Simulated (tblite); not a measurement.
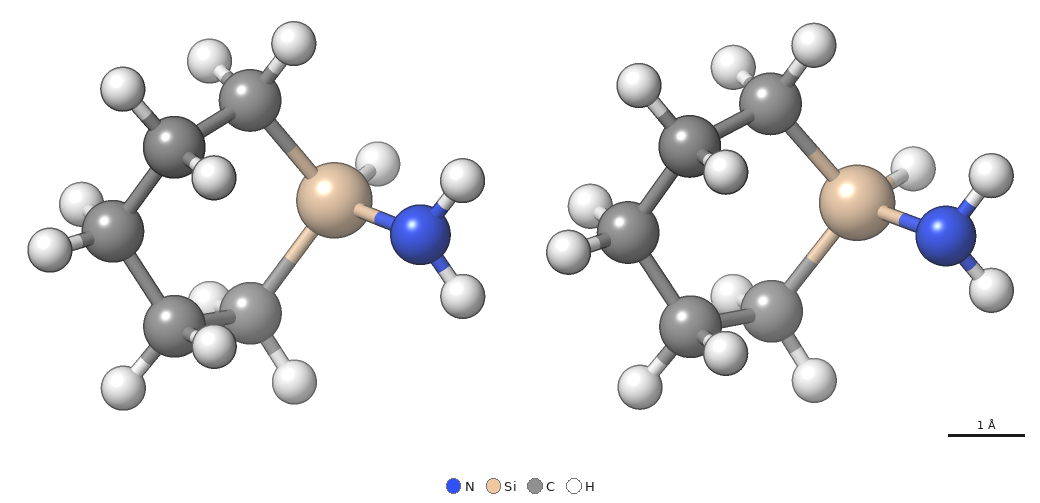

Two geometries of C5H13NSi, drawn at one scale. One is the start of a relaxation, the other its converged end. A ball-and-stick model, seen from a free direction.

These are results of tblite 0.8.0, GFN2-xTB geometry optimisation, gas phase, not measurements. 

Question: Which one is relaxed?

Answer: The left one is the relaxed one. An H atom moves most after the best rigid fit: 0.28 Å. Largest moves by element: H 0.28 Å, Si 0.09 Å, N 0.08 Å, C 0.08 Å. Near-neighbour distances that change, for instance: C–Si 1.871 → 1.897 Å, C–H 1.113 → 1.092 Å, H–N 1.024 → 1.008 Å, C–C 1.542 → 1.527 Å. Bond angles that change, for instance: N–Si–H 106.0° → 115.6°, Si–N–H 109.6° → 118.6°, N–Si–C 110.8° → 107.2°. After 42 geometry steps the energy has fallen by 19.2 kJ/mol. Cost: 0.24 s on 1 thread of Arm Neoverse V2 (shared host).
